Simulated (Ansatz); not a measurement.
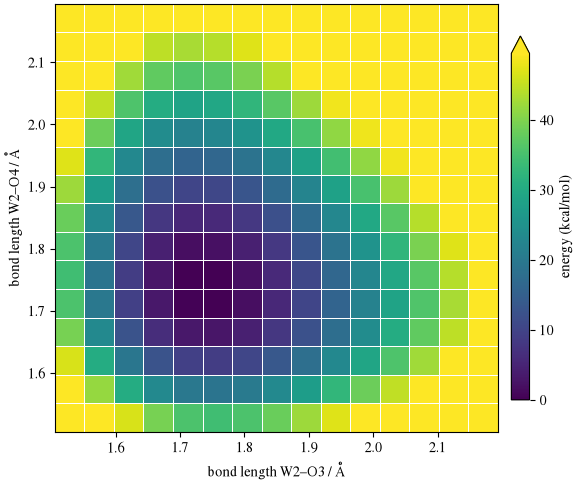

Energy landscape of O₃W, SMILES [O]=[W](=[O])=[O]. The first coordinate is: bond length W2–O3; the second: bond length W2–O4. Nothing is relaxed (all other coordinates rigid). The grid has 15 × 15 points; 120 points were computed and 105 follow by symmetry. Energies: kcal/mol, counted from the lowest grid point. All numbers below come from RKS PBE-D4/def2-TZVP in Ansatz.

In the figure: one coloured cell a grid point, one colour for all values above the top of the scale. 

Where are the wells?

Answer. The lowest grid point is at bond length W2–O3 = 1.758 Å, bond length W2–O4 = 1.758 Å. No other kind of well shows on this grid. The highest grid point, bond length W2–O3 = 2.171 Å, bond length W2–O4 = 2.171 Å, lies 109 kcal/mol above the lowest. Round the minimum the two coordinates are weakly coupled (coupling 0.08 in units of the two stiffnesses).

The values on the grid:

```tsv
bond length W2–O4 ↓, bond length W2–O3 →	1.528	1.574	1.620	1.666	1.712	1.758	1.804	1.850	1.896	1.941	1.987	2.033	2.079	2.125	2.171
2.171	79	65	56	52	50	51	54	59	65	71	78	86	94	102	109
2.125	72	58	49	45	43	44	47	52	57	64	71	78	86	94	102
2.079	66	51	42	37	36	37	40	44	50	56	63	70	78	86	94
2.033	59	45	36	31	29	30	32	37	42	49	55	63	70	78	86
1.987	53	38	29	24	22	23	25	30	35	41	48	55	63	71	78
1.941	47	33	23	18	16	16	19	23	28	34	41	49	56	64	71
1.896	42	27	18	12	10	11	13	17	22	28	35	42	50	57	65
1.850	38	23	13	8	5	6	8	12	17	23	30	37	44	52	59
1.804	35	20	10	4	2	2	4	8	13	19	25	32	40	47	54
1.758	34	19	9	3	0	0	2	6	11	16	23	30	37	44	51
1.712	35	20	9	3	0	0	2	5	10	16	22	29	36	43	50
1.666	39	23	13	6	3	3	4	8	12	18	24	31	37	45	52
1.620	47	30	19	13	9	9	10	13	18	23	29	36	42	49	56
1.574	58	42	30	23	20	19	20	23	27	33	38	45	51	58	65
1.528	75	58	47	39	35	34	35	38	42	47	53	59	66	72	79
```

The input of one point:

```yaml
crystal:
  periodic: [false, false, false]
  atoms:
    - { symbol: O, position_ang: [-0.230616, 0.271841, 1.562328] }
    - { symbol: W, position_ang: [-0.391452, -0.301357, -0.069175] }
    - { symbol: O, position_ang: [1.10172, -1.15246, -0.438803] }
    - { symbol: O, position_ang: [-0.406164, 1.128681, -1.091592] }
basis:
  gaussian: { orbitals: def2-TZVP }
hamiltonian:
  xc: pbe
  dispersion: d4
output:
  forces: true
```

Time for the 120 points that were run: 6.2 min on 1 thread of AMD EPYC 9R14 (Zen 4), on a shared host.
